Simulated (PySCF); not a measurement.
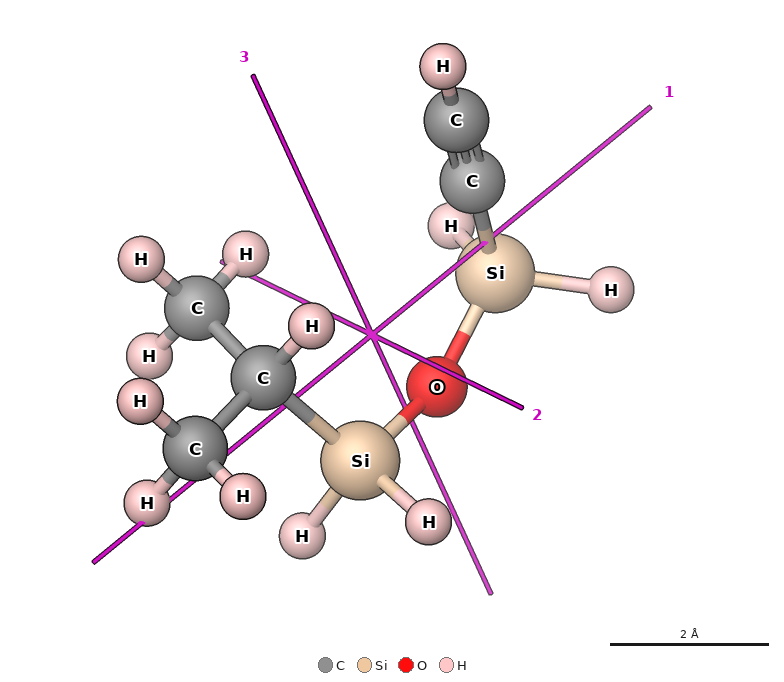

The three principal axes of inertia are drawn and numbered. Atoms fade into the background with distance from the viewer. The computed structure is the end point of a PBE0-D3(BJ)/def2-SVP optimisation. No frequency run is at hand to confirm it as a minimum. Masses are those of the most abundant isotopes; constants are for the rigid equilibrium geometry.

Question: Which line is the a axis (least moment of inertia), which b and which c?

Answer: a is line 1, b is line 3, c is line 2; the moments are 265, 554, 704 u Å².

Question: What kind of rotor is it, and what are its rotational constants in MHz?

Answer: An asymmetric top (C1): A = 1907, B = 912, C = 717 MHz. Ray's parameter κ is −0.67, nearer the prolate limit.
